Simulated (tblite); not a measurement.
**C5H9Si (charge −1): geometry relaxation (part 1 of 4)**

System: C5H9Si, charge −1.
Method: GFN2-xTB geometry optimisation, gas phase (tblite 0.8.0).

It belongs to a series of runs on one base structure; here: constitutional isomer.

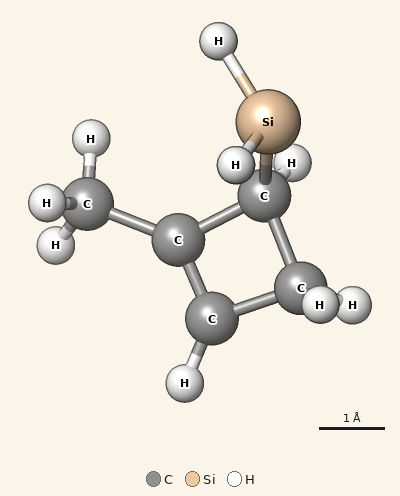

Figure 1. The starting structure (ball-and-stick view, seen at a tilt). Bond lengths as drawn: C–C 1.33 to 1.56 Å, C–H 1.08 to 1.10 Å, C–Si 1.92 Å and H–Si 1.48 to 1.49 Å.

### Input file
```
{"job": {"kind": "relax", "xc": "GFN2-xTB", "basis": "xTB"}, "charge": -1, "multiplicity": 1}
C     -1.317100    -1.027500     1.147800
C     -0.630100     0.039500     0.243300
C     -1.066300     0.907400    -0.664400
C      0.301000     1.454000    -0.994400
C      0.806200     0.538800     0.166700
Si     2.106600    -0.774200    -0.353300
H     -2.315100    -0.670700     1.450100
H     -1.433200    -1.959800     0.605400
H     -0.726900    -1.215400     2.048900
H     -2.060800     1.126200    -1.076800
H      0.665800     1.225400    -1.997300
H      0.446000     2.514700    -0.803200
H      1.154400     1.099300     1.045900
H      2.348600    -1.753100     0.741500
H      1.716400    -1.496500    -1.582100
```

The first line tells a small driver script what to run in tblite; the rest is the geometry in Å.

Command:
```bash
OMP_NUM_THREADS=1 python <driver script> task.json out
```

### The program's output
```
step      E/eV     max force
  0    -464.55834    1.727
  1    -464.65382    1.149
  2    -464.72902    0.707
  3    -464.77245    0.524
  4    -464.80068    0.477
  5    -464.82166    0.448
  6    -464.84237    0.457
  7    -464.85156    0.271
  8    -464.85601    0.128
  9    -464.85834    0.109
 10    -464.86129    0.127
 11    -464.86425    0.163
 12    -464.86748    0.154
 13    -464.87092    0.154
 14    -464.87494    0.155
 15    -464.87957    0.172
 16    -464.88462    0.178
 17    -464.88928    0.173
 18    -464.89310    0.149
 19    -464.89642    0.154
 20    -464.89988    0.173
 21    -464.90373    0.195
 22    -464.90780    0.205
 23    -464.91159    0.197
 24    -464.91489    0.157
 25    -464.91743    0.133
 26    -464.91899    0.092
 27    -464.91989    0.079
 28    -464.92042    0.055
 29    -464.92078    0.041
 30    -464.92106    0.041
 31    -464.92123    0.034
 32    -464.92135    0.032
 33    -464.92146    0.031
 34    -464.92156    0.023
 35    -464.92165    0.023
 36    -464.92173    0.021
 37    -464.92183    0.025
 38    -464.92196    0.028
 39    -464.92213    0.032
 40    -464.92227    0.028
 41    -464.92240    0.029
 42    -464.92252    0.027
 43    -464.92265    0.029
 44    -464.92276    0.027
 45    -464.92285    0.024
 46    -464.92294    0.029
 47    -464.92303    0.030
 48    -464.92313    0.028
 49    -464.92322    0.025
 50    -464.92332    0.028
 51    -464.92344    0.034
 52    -464.92360    0.037
 53    -464.92385    0.053
 54    -464.92425    0.073
 55    -464.92492    0.082
 56    -464.92572    0.076
 57    -464.92652    0.102
 58    -464.92620    0.229
 59    -464.92839    0.085
 60    -464.92926    0.075
 61    -464.93074    0.114
 62    -464.93123    0.058
 63    -464.93180    0.052
 64    -464.93294    0.058
 65    -464.93353    0.077
 66    -464.93424    0.090
 67    -464.93518    0.070
 68    -464.93572    0.086
 69    -464.93611    0.052
 70    -464.93655    0.107
 71    -464.93721    0.075
 72    -464.93850    0.054
 73    -464.93883    0.059
 74    -464.93927    0.087
 75    -464.93980    0.079
 76    -464.94065    0.077
 77    -464.94150    0.081
 78    -464.94169    0.114
 79    -464.94248    0.055
 80    -464.94271    0.032
 81    -464.94295    0.029
 82    -464.94304    0.029
 83    -464.94333    0.030
 84    -464.94356    0.038
 85    -464.94383    0.034
 86    -464.94402    0.033
 87    -464.94415    0.028
 88    -464.94425    0.036
 89    -464.94436    0.036
 90    -464.94454    0.025
 91    -464.94463    0.020
 92    -464.94468    0.015
 93    -464.94471    0.011
 94    -464.94473    0.012
 95    -464.94475    0.008
```

### Trajectory as extended XYZ (Å, eV, eV/Å), 53 of the 96 frames kept, from step=0 to step=95
```
15
Properties=species:S:1:pos:R:3:forces:R:3 step=0 energy=-464.55834
C    -1.3171   -1.0275    1.1478    0.4540   1.3180  -0.6780
C    -0.6301    0.0395    0.2433    0.0930  -0.4210   1.6720
C    -1.0663    0.9074   -0.6644   -0.5090   0.1220  -0.5860
C     0.3010    1.4540   -0.9944   -0.2820  -0.1470   0.8020
C     0.8062    0.5388    0.1667   -0.1530  -1.2290  -0.7540
Si    2.1066   -0.7742   -0.3533    0.5730   0.1380  -0.0300
H    -2.3151   -0.6707    1.4501    0.2720  -0.0850  -0.1350
H    -1.4332   -1.9598    0.6054    0.0330  -0.1000  -0.0970
H    -0.7269   -1.2154    2.0489    0.0200   0.0950  -0.2180
H    -2.0608    1.1262   -1.0768    0.3930  -0.1900  -0.0890
H     0.6658    1.2254   -1.9973    0.0440  -0.1570   0.1720
H     0.4460    2.5147   -0.8032   -0.0130   0.2980  -0.0260
H     1.1544    1.0993    1.0459   -0.1970  -0.2310  -0.2120
H     2.3486   -1.7531    0.7415   -0.4850   0.3800  -0.4440
H     1.7164   -1.4965   -1.5821   -0.2440   0.2090   0.6210
15
Properties=species:S:1:pos:R:3:forces:R:3 step=2 energy=-464.72902
C    -1.3016   -0.9901    1.1278   -0.0650  -0.3890   0.1800
C    -0.6323    0.0457    0.2816   -0.0290   0.3870  -0.1640
C    -1.0723    0.8947   -0.6654    0.0030  -0.2030   0.2320
C     0.2911    1.4472   -0.9702    0.0600  -0.0630  -0.1780
C     0.8005    0.4977    0.1462    0.0780  -0.0250   0.2840
Si    2.1307   -0.7679   -0.3560    0.4780   0.2270  -0.1620
H    -2.3049   -0.6727    1.4443    0.1250   0.0790  -0.1320
H    -1.4308   -1.9581    0.6034    0.1600   0.4480   0.0220
H    -0.7268   -1.2108    2.0387    0.0220   0.1650  -0.2490
H    -2.0505    1.1199   -1.0829    0.1030  -0.1280  -0.1000
H     0.6660    1.2201   -1.9865   -0.1180  -0.0440   0.4380
H     0.4453    2.5242   -0.8032   -0.0710  -0.1410   0.0900
H     1.1459    1.0860    1.0332   -0.1540  -0.5230  -0.4500
H     2.3290   -1.7390    0.7250   -0.3590   0.1430  -0.1650
H     1.7062   -1.4889   -1.5579   -0.2340   0.0670   0.3530
15
Properties=species:S:1:pos:R:3:forces:R:3 step=4 energy=-464.80068
C    -1.2971   -0.9852    1.1260   -0.1070  -0.1010   0.1650
C    -0.6340    0.0614    0.2979    0.0150  -0.3000  -0.1660
C    -1.0741    0.8830   -0.6584   -0.0020   0.2490  -0.0840
C     0.2873    1.4397   -0.9611    0.0550   0.0110  -0.0070
C     0.7994    0.4741    0.1437   -0.0080   0.2010  -0.0740
Si    2.1703   -0.7489   -0.3664    0.2590   0.3830  -0.1170
H    -2.2941   -0.6690    1.4345   -0.1280   0.1190  -0.0040
H    -1.4206   -1.9360    0.6004    0.1270   0.0750  -0.1970
H    -0.7232   -1.2000    2.0228    0.1890   0.0480   0.1290
H    -2.0407    1.1091   -1.0920   -0.0450  -0.1010  -0.0620
H     0.6612    1.2134   -1.9609    0.0100  -0.1070  -0.0220
H     0.4407    2.5205   -0.7977   -0.0740  -0.2280   0.1370
H     1.1358    1.0528    1.0073    0.1710  -0.1250   0.1850
H     2.2982   -1.7248    0.7084   -0.2200  -0.0490   0.0730
H     1.6865   -1.4822   -1.5266   -0.2410  -0.0750   0.0440
15
Properties=species:S:1:pos:R:3:forces:R:3 step=5 energy=-464.82166
C    -1.2981   -0.9863    1.1295   -0.0100   0.1200   0.0470
C    -0.6346    0.0610    0.2986    0.0190  -0.3380  -0.1570
C    -1.0738    0.8838   -0.6567   -0.0600   0.1910  -0.0820
C     0.2871    1.4372   -0.9580    0.0100   0.0060   0.0330
C     0.7987    0.4707    0.1412   -0.0120   0.0920  -0.1390
Si    2.1906   -0.7328   -0.3729    0.1510   0.3000  -0.0790
H    -2.2933   -0.6648    1.4309   -0.1710   0.0930   0.0480
H    -1.4138   -1.9262    0.5947    0.0820  -0.0950  -0.2190
H    -0.7175   -1.1950    2.0202    0.1770   0.0050   0.2050
H    -2.0387    1.1029   -1.0969   -0.0620  -0.0800  -0.0560
H     0.6597    1.2084   -1.9522    0.0630  -0.1100  -0.1840
H     0.4373    2.5137   -0.7925   -0.0350  -0.1050   0.1420
H     1.1362    1.0378    1.0024    0.2370   0.0370   0.3780
H     2.2819   -1.7209    0.7043   -0.1730  -0.0340   0.0760
H     1.6737   -1.4816   -1.5143   -0.2130  -0.0810  -0.0130
15
Properties=species:S:1:pos:R:3:forces:R:3 step=7 energy=-464.85156
C    -1.2994   -0.9851    1.1364    0.0920   0.1320  -0.1070
C    -0.6341    0.0497    0.2880    0.0640  -0.0640  -0.0480
C    -1.0758    0.8895   -0.6551   -0.0530  -0.0720  -0.0260
C     0.2871    1.4336   -0.9556   -0.0270   0.0020  -0.0230
C     0.7990    0.4708    0.1365    0.0510  -0.0340   0.0520
Si    2.2238   -0.7001   -0.3858   -0.0800  -0.0440  -0.0260
H    -2.2992   -0.6553    1.4284   -0.0040  -0.0180   0.0510
H    -1.4009   -1.9161    0.5784    0.0110  -0.0960  -0.0190
H    -0.7030   -1.1875    2.0247   -0.0120   0.0050   0.0540
H    -2.0394    1.0909   -1.1067   -0.0500  -0.0450  -0.0490
H     0.6604    1.1971   -1.9488    0.0530  -0.0240  -0.1730
H     0.4318    2.5017   -0.7782    0.0390   0.1060   0.0820
H     1.1471    1.0181    1.0123    0.0990   0.0570   0.2460
H     2.2515   -1.7154    0.7011   -0.0800   0.0940  -0.0150
H     1.6465   -1.4837   -1.4977   -0.1040   0.0030   0.0000
15
Properties=species:S:1:pos:R:3:forces:R:3 step=9 energy=-464.85834
C    -1.2966   -0.9827    1.1342    0.0260  -0.0530  -0.0200
C    -0.6304    0.0446    0.2816    0.0430   0.0740   0.0190
C    -1.0776    0.8878   -0.6569    0.0510  -0.0820  -0.0460
C     0.2872    1.4340   -0.9582    0.0330   0.0220  -0.0090
C     0.8020    0.4735    0.1402    0.0230   0.0490   0.0620
Si    2.2227   -0.6980   -0.3890   -0.0770  -0.0710  -0.0230
H    -2.3000   -0.6548    1.4306    0.1020  -0.0360  -0.0120
H    -1.3983   -1.9189    0.5758    0.0130   0.0130   0.0690
H    -0.7019   -1.1861    2.0282   -0.0570   0.0280  -0.0580
H    -2.0426    1.0867   -1.1102    0.0090  -0.0660  -0.0290
H     0.6629    1.1951   -1.9569   -0.0060   0.0450   0.0270
H     0.4329    2.5036   -0.7720    0.0190   0.0150   0.0100
H     1.1539    1.0183    1.0264   -0.0220  -0.0410   0.0130
H     2.2441   -1.7107    0.7013   -0.0650   0.0860  -0.0170
H     1.6373   -1.4845   -1.4970   -0.0950   0.0170   0.0120
15
Properties=species:S:1:pos:R:3:forces:R:3 step=11 energy=-464.86425
C    -1.2905   -0.9815    1.1295   -0.0150  -0.0890   0.0540
C    -0.6234    0.0449    0.2798   -0.0200   0.0390   0.0250
C    -1.0753    0.8796   -0.6635    0.0940   0.0220  -0.0560
C     0.2896    1.4357   -0.9588    0.0550   0.0290   0.0390
C     0.8063    0.4774    0.1462   -0.0130   0.0890  -0.0330
Si    2.2184   -0.6991   -0.3951   -0.0910  -0.0040  -0.0210
H    -2.2919   -0.6569    1.4311    0.0380   0.0020  -0.0470
H    -1.3936   -1.9204    0.5777    0.0230  -0.0020   0.0330
H    -0.7040   -1.1818    2.0267    0.0330   0.0010  -0.0050
H    -2.0434    1.0752   -1.1172    0.0920  -0.0910  -0.0070
H     0.6650    1.1963   -1.9609   -0.0010   0.0880   0.1370
H     0.4351    2.5065   -0.7646   -0.0180  -0.0550  -0.0470
H     1.1588    1.0129    1.0410   -0.0480  -0.0340  -0.0950
H     2.2277   -1.6975    0.6990   -0.0310   0.0040   0.0440
H     1.6171   -1.4833   -1.4928   -0.0980   0.0020  -0.0190
15
Properties=species:S:1:pos:R:3:forces:R:3 step=13 energy=-464.87092
C    -1.2826   -0.9836    1.1262    0.0100   0.0170   0.0440
C    -0.6164    0.0477    0.2800   -0.0310  -0.0650  -0.0030
C    -1.0664    0.8701   -0.6744    0.0210   0.0670   0.0300
C     0.2955    1.4395   -0.9557   -0.0060   0.0230   0.0530
C     0.8103    0.4857    0.1505   -0.0420  -0.0200  -0.0640
Si    2.2074   -0.6997   -0.4048   -0.0860   0.0310  -0.0060
H    -2.2801   -0.6588    1.4280   -0.0870   0.0360  -0.0410
H    -1.3856   -1.9230    0.5815    0.0330  -0.0590  -0.0310
H    -0.7029   -1.1764    2.0251    0.1260  -0.0390   0.0800
H    -2.0371    1.0535   -1.1274    0.1060  -0.0700  -0.0410
H     0.6687    1.2038   -1.9562    0.0850   0.0730   0.0660
H     0.4363    2.5074   -0.7584   -0.0380   0.0300  -0.0410
H     1.1617    1.0038    1.0523   -0.0010   0.0610  -0.0800
H     2.2036   -1.6804    0.6991    0.0070  -0.0670   0.0820
H     1.5831   -1.4816   -1.4879   -0.0980  -0.0170  -0.0480
15
Properties=species:S:1:pos:R:3:forces:R:3 step=15 energy=-464.87957
C    -1.2721   -0.9877    1.1264    0.0280   0.0710   0.0110
C    -0.6093    0.0475    0.2789    0.0080  -0.1030  -0.0100
C    -1.0527    0.8621   -0.6851   -0.1010   0.0200   0.1290
C     0.3029    1.4471   -0.9489   -0.0750   0.0180   0.0030
C     0.8124    0.4964    0.1534   -0.0260  -0.1190   0.0200
Si    2.1829   -0.7016   -0.4167    0.0000  -0.0500   0.0210
H    -2.2709   -0.6595    1.4207   -0.0820   0.0070  -0.0180
H    -1.3730   -1.9311    0.5860    0.0460  -0.0190  -0.0190
H    -0.6925   -1.1730    2.0286    0.0900  -0.0330   0.0390
H    -2.0207    1.0206   -1.1443    0.0100  -0.0020  -0.1260
H     0.6810    1.2210   -1.9451    0.1580   0.0190  -0.0640
H     0.4349    2.5126   -0.7543   -0.0530   0.1530   0.0270
H     1.1648    0.9990    1.0594    0.0540   0.1370  -0.0210
H     2.1755   -1.6643    0.7065    0.0260  -0.0780   0.0280
H     1.5324   -1.4809   -1.4874   -0.0840  -0.0200  -0.0210
15
Properties=species:S:1:pos:R:3:forces:R:3 step=16 energy=-464.88462
C    -1.2657   -0.9899    1.1277    0.0200   0.0440   0.0010
C    -0.6052    0.0447    0.2775    0.0220  -0.0580   0.0010
C    -1.0464    0.8587   -0.6883   -0.1290  -0.0080   0.1220
C     0.3059    1.4526   -0.9450   -0.0770   0.0150  -0.0280
C     0.8127    0.5011    0.1558   -0.0010  -0.0900   0.0610
Si    2.1664   -0.7050   -0.4229    0.0610  -0.1100   0.0280
H    -2.2678   -0.6597    1.4157   -0.0200  -0.0280  -0.0040
H    -1.3644   -1.9366    0.5888    0.0500   0.0320   0.0150
H    -0.6837   -1.1723    2.0320    0.0250  -0.0120  -0.0200
H    -2.0101    1.0007   -1.1574   -0.0470   0.0300  -0.1550
H     0.6928    1.2328   -1.9394    0.1430  -0.0010  -0.0720
H     0.4326    2.5193   -0.7521   -0.0680   0.1420   0.0600
H     1.1677    1.0005    1.0620    0.0630   0.1340  -0.0060
H     2.1607   -1.6577    0.7127    0.0260  -0.0740  -0.0220
H     1.5001   -1.4812   -1.4889   -0.0690  -0.0150   0.0170
15
Properties=species:S:1:pos:R:3:forces:R:3 step=18 energy=-464.89310
C    -1.2547   -0.9927    1.1307    0.0010  -0.0240  -0.0100
C    -0.5978    0.0384    0.2758    0.0040   0.0920   0.0140
C    -1.0421    0.8535   -0.6886   -0.0540  -0.0070  -0.0270
C     0.3075    1.4627   -0.9398   -0.0210   0.0010  -0.0300
C     0.8136    0.5067    0.1621    0.0420   0.0670   0.0310
Si    2.1425   -0.7171   -0.4317    0.0850  -0.1210   0.0220
H    -2.2627   -0.6622    1.4070    0.0760  -0.0730   0.0290
H    -1.3472   -1.9436    0.5946    0.0410   0.0650   0.0410
H    -0.6682   -1.1716    2.0360   -0.0680   0.0250  -0.0690
H    -1.9947    0.9693   -1.1878   -0.0580   0.0410  -0.1110
H     0.7193    1.2532   -1.9314    0.0140   0.0020   0.0340
H     0.4238    2.5359   -0.7452   -0.0960  -0.0280   0.0750
H     1.1756    1.0103    1.0647    0.0450   0.0630  -0.0120
H     2.1380   -1.6521    0.7216    0.0220  -0.0950  -0.0730
H     1.4427   -1.4826   -1.4900   -0.0330  -0.0090   0.0850
15
Properties=species:S:1:pos:R:3:forces:R:3 step=20 energy=-464.89988
C    -1.2465   -0.9932    1.1313    0.0140   0.0040  -0.0250
C    -0.5932    0.0398    0.2767   -0.0260   0.1270   0.0000
C    -1.0443    0.8503   -0.6902    0.0730   0.0130  -0.1560
C     0.3057    1.4691   -0.9373    0.0310  -0.0030   0.0100
C     0.8165    0.5125    0.1668    0.0170   0.1130  -0.0450
Si    2.1344   -0.7324   -0.4357   -0.0290   0.0230   0.0190
H    -2.2554   -0.6689    1.4035    0.0280  -0.0500   0.0520
H    -1.3321   -1.9440    0.5999    0.0300  -0.0100  -0.0250
H    -0.6612   -1.1695    2.0347   -0.0290   0.0300   0.0130
H    -1.9879    0.9517   -1.2170    0.0290   0.0140   0.0040
H     0.7388    1.2664   -1.9237   -0.0850   0.0240   0.0780
H     0.4097    2.5457   -0.7346   -0.0910  -0.1290   0.0450
H     1.1849    1.0223    1.0649    0.0270   0.0010  -0.0230
H     2.1244   -1.6572    0.7219    0.0190  -0.1350  -0.0410
H     1.4016   -1.4845   -1.4832   -0.0070  -0.0220   0.0920
15
Properties=species:S:1:pos:R:3:forces:R:3 step=22 energy=-464.90780
C    -1.2349   -0.9920    1.1290    0.0210   0.0580  -0.0180
C    -0.5892    0.0513    0.2781   -0.0330   0.0130  -0.0090
C    -1.0419    0.8457   -0.7036    0.1090  -0.0320  -0.1150
C     0.3055    1.4762   -0.9338    0.0340   0.0020   0.0110
C     0.8210    0.5258    0.1700   -0.0540  -0.0070  -0.0280
Si    2.1232   -0.7482   -0.4387   -0.1390   0.1450   0.0400
H    -2.2446   -0.6808    1.4036   -0.0620  -0.0070   0.0430
H    -1.3115   -1.9448    0.6037    0.0360  -0.0390  -0.0950
H    -0.6553   -1.1641    2.0338    0.0520   0.0320   0.0780
H    -1.9778    0.9322   -1.2514    0.1020  -0.0020   0.0800
H     0.7554    1.2832   -1.9104   -0.0650   0.0400  -0.0430
H     0.3862    2.5490   -0.7176   -0.0430  -0.0260   0.0210
H     1.1983    1.0360    1.0640    0.0200  -0.0160  -0.0130
H     2.1089   -1.6731    0.7180    0.0130  -0.1250  -0.0120
H     1.3522   -1.4884   -1.4668    0.0080  -0.0360   0.0590
15
Properties=species:S:1:pos:R:3:forces:R:3 step=24 energy=-464.91489
C    -1.2223   -0.9901    1.1270   -0.0130   0.0180   0.0300
C    -0.5865    0.0625    0.2781   -0.0110  -0.0830   0.0090
C    -1.0307    0.8375   -0.7240    0.0280  -0.0900   0.0360
C     0.3090    1.4845   -0.9306    0.0060   0.0010  -0.0290
C     0.8220    0.5404    0.1737   -0.0550  -0.0870   0.0520
Si    2.0983   -0.7558   -0.4395   -0.0930   0.0630   0.0590
H    -2.2367   -0.6932    1.4055   -0.0420  -0.0050   0.0010
H    -1.2880   -1.9479    0.6029    0.0480   0.0590  -0.0590
H    -0.6457   -1.1564    2.0376    0.0490   0.0450   0.0030
H    -1.9600    0.9101   -1.2807    0.0580   0.0070   0.0370
H     0.7691    1.3050   -1.9006    0.0130   0.0550  -0.1460
H     0.3613    2.5523   -0.7001    0.0060   0.0940   0.0070
H     1.2123    1.0482    1.0630   -0.0080  -0.0170   0.0100
H     2.0931   -1.6945    0.7144   -0.0020  -0.0360  -0.0470
H     1.3006   -1.4946   -1.4485    0.0140  -0.0250   0.0360
15
Properties=species:S:1:pos:R:3:forces:R:3 step=26 energy=-464.91899
C    -1.2156   -0.9891    1.1283   -0.0250  -0.0220   0.0380
C    -0.5852    0.0642    0.2785    0.0090  -0.0310   0.0180
C    -1.0213    0.8277   -0.7353   -0.0210  -0.0380   0.0540
C     0.3122    1.4899   -0.9302   -0.0070  -0.0110  -0.0240
C     0.8196    0.5460    0.1789    0.0040  -0.0100   0.0360
Si    2.0763   -0.7573   -0.4370    0.0170  -0.0700   0.0210
H    -2.2342   -0.7010    1.4063    0.0010  -0.0180  -0.0150
H    -1.2704   -1.9464    0.5990    0.0370   0.0840  -0.0020
H    -0.6364   -1.1488    2.0402    0.0130   0.0360  -0.0420
H    -1.9450    0.8956   -1.2965   -0.0150   0.0030  -0.0140
H     0.7781    1.3231   -1.9024    0.0080   0.0670  -0.0540
H     0.3466    2.5588   -0.6896    0.0180   0.0180  -0.0200
H     1.2199    1.0542    1.0635   -0.0430  -0.0210   0.0300
H     2.0825   -1.7090    0.7101   -0.0120   0.0180  -0.0520
H     1.2685   -1.4999   -1.4358    0.0160  -0.0050   0.0260
15
Properties=species:S:1:pos:R:3:forces:R:3 step=27 energy=-464.91989
C    -1.2153   -0.9887    1.1294   -0.0120  -0.0100   0.0230
C    -0.5852    0.0633    0.2792    0.0090   0.0070   0.0100
C    -1.0202    0.8249   -0.7358   -0.0180   0.0020   0.0210
C     0.3124    1.4902   -0.9307   -0.0060  -0.0120  -0.0080
C     0.8189    0.5458    0.1805    0.0220   0.0150   0.0040
Si    2.0735   -0.7580   -0.4356    0.0320  -0.0720  -0.0010
H    -2.2343   -0.7027    1.4064   -0.0030  -0.0170  -0.0100
H    -1.2666   -1.9437    0.5975    0.0270   0.0470   0.0020
H    -0.6344   -1.1464    2.0398    0.0110   0.0230  -0.0200
H    -1.9428    0.8940   -1.2986   -0.0230  -0.0050  -0.0130
H     0.7792    1.3273   -1.9050   -0.0080   0.0610  -0.0020
H     0.3446    2.5603   -0.6882    0.0140  -0.0270  -0.0270
H     1.2201    1.0542    1.0643   -0.0460  -0.0190   0.0330
H     2.0807   -1.7117    0.7074   -0.0110   0.0100  -0.0280
H     1.2648   -1.5011   -1.4323    0.0130  -0.0040   0.0150
```
